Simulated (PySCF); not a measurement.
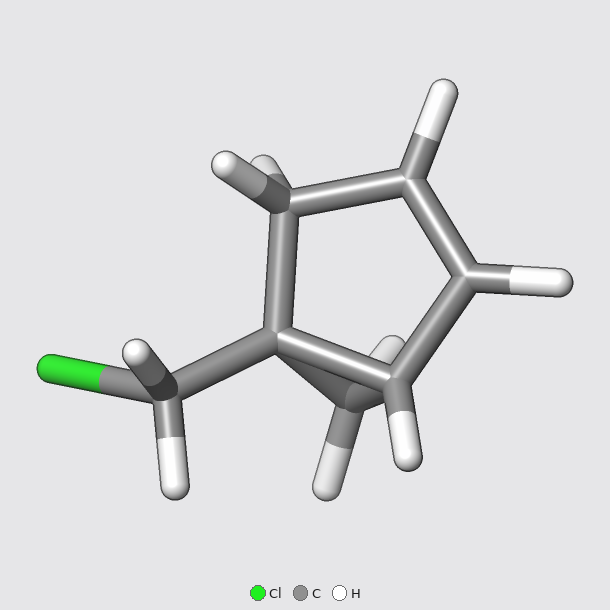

Stick drawing of a structure.

The computed structure is the end point of a GFN2-xTB optimisation. No frequency run is at hand to confirm it as a minimum.

Question: Give the formula.

Answer: C₇H₉Cl, 17 atoms: 7 carbon, 9 hydrogen and 1 chlorine.

Question: Describe its rings.

Answer: Independent rings (smallest set): 1 of 3 members, 1 of 5 members.

Question: What is its SMILES?

Answer: ClC[C@@]12CC=C[C@@H]1C2

More results for the same structure follow; atom numbers are the same in all pictures, views and colours differ.

**Geometry**

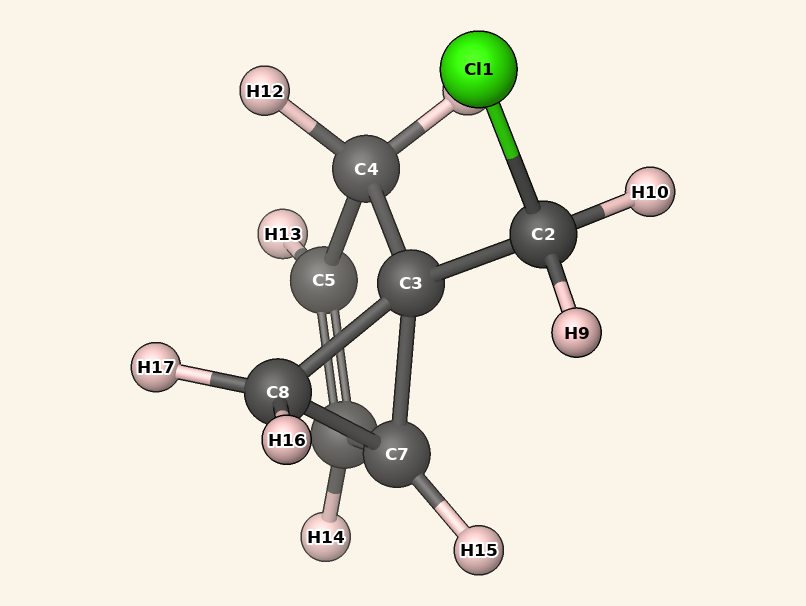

C6 lies behind C7. The molecule seen a little off the C7–C6 bond, C7 in front. Distant atoms are faded towards the background colour. No frequency run is at hand to confirm it as a minimum.

Question: What is the torsion angle C3–C7–C6–C5? The sign is positive where the front bond must turn clockwise to cover the back bond.

Answer: −1°, synperiplanar (eclipsed).

**Electronic properties**

No frequency run is at hand to confirm it as a minimum. Level of theory: PBE0/def2-SVPD, gas phase (PySCF 2.14.0). Excitations: vertical, linear response.

Question: What is the LUMO energy (Kohn–Sham orbital)?

Answer: 0.12 eV.

Question: Give the dipole moment at this level.

Answer: 2.06 D.

Question: Estimate the HOMO energy (Kohn–Sham orbital).

Answer: −6.89 eV.

Question: Give the lowest vertical singlet excitation at this level.

Answer: 6.22 eV.

**NMR shielding**

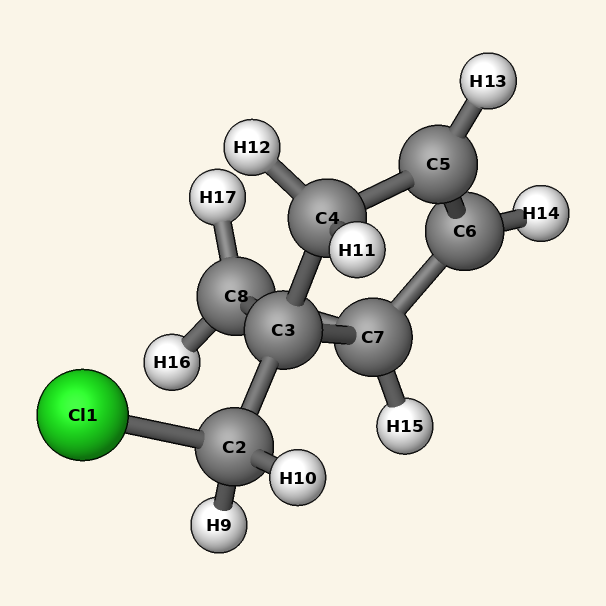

No frequency run is at hand to confirm it as a minimum. Method: GIAO PBE0/pcSseg-1 NMR shielding, non-relativistic, gas phase (PySCF 2.14.0). Principal shieldings σ11 ≤ σ22 ≤ σ33, span Ω = σ33 − σ11, skew κ = 3(σiso − σ22)/Ω.

Give the shielding tensors of the Cl atoms.

```
atom    σ11    σ22     σ33   σiso      Ω     κ
 Cl1  661.3  798.3  1088.2  849.3  426.8  0.36
```

Shieldings and span in ppm.

**Charges**

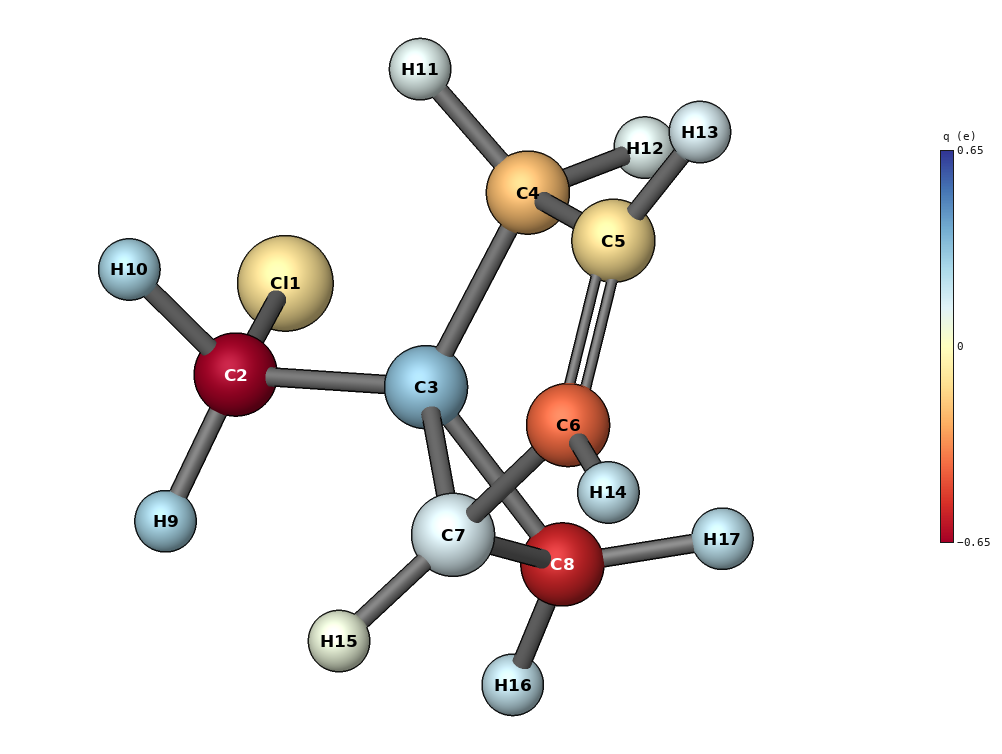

Atoms are coloured by their ESP-fitted charges. No frequency run is at hand to confirm it as a minimum. Level of theory: PBE0/pcSseg-1, gas phase (PySCF 2.14.0).

Question: Which atom carries the highest charge (most positive or least negative)?

Answer: C3 (0.32 e).

Question: And the lowest?

Answer: C2 (−0.64 e).

Give the ESP-fitted charges atom by atom.

```
atom  value (e)
 Cl1      −0.11
  C2      −0.64
  C3       0.32
  C4      −0.21
  C5      −0.12
  C6      −0.39
  C7       0.13
  C8      −0.55
  H9       0.27
 H10       0.26
 H11       0.12
 H12       0.12
 H13       0.14
 H14       0.20
 H15       0.07
 H16       0.19
 H17       0.22
```

**Ring current**

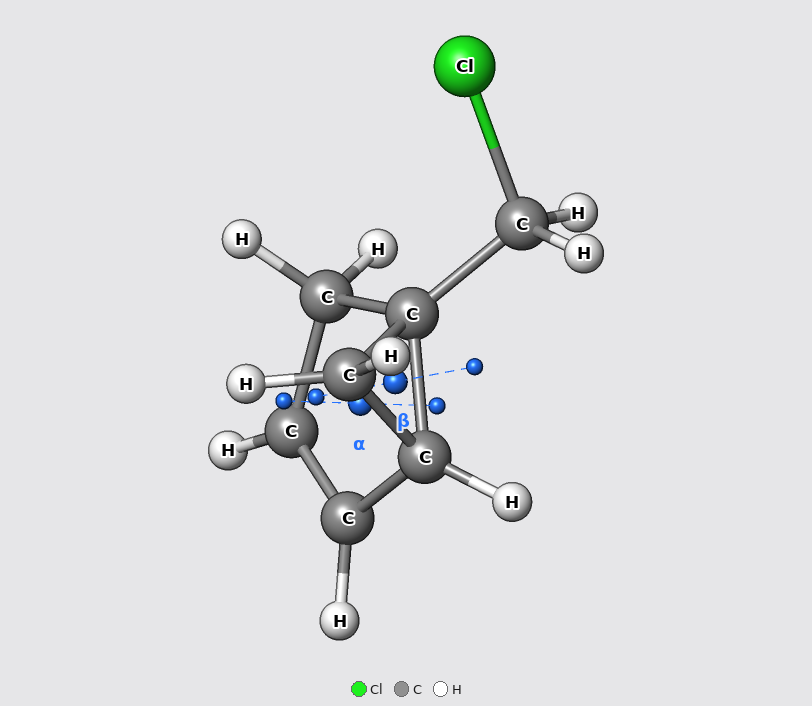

The small points mark where nucleus-independent chemical shifts (NICS) were computed: at the centre of each lettered ring and 1 Å above and below it. No frequency run is at hand to confirm it as a minimum. Method: GIAO PBE0/pcSseg-1 NMR shielding, non-relativistic, gas phase (PySCF 2.14.0).

Give NICS(0), NICS(1) and the out-of-plane component NICS(1)zz for each ring (means of the two sides).

| ring | members | NICS(0) | NICS(1) | NICS(1)zz |
| --- | --- | --- | --- | --- |
| α | C5 | −5.5 | −4.2 | −2.4 |
| β | C3 | −42.6 | −7.9 | −20.5 |

Values in ppm.

Question: What do the values say about the ring currents?

Answer: Ring α: weak, as in a non-aromatic ring. NICS is one index among several.
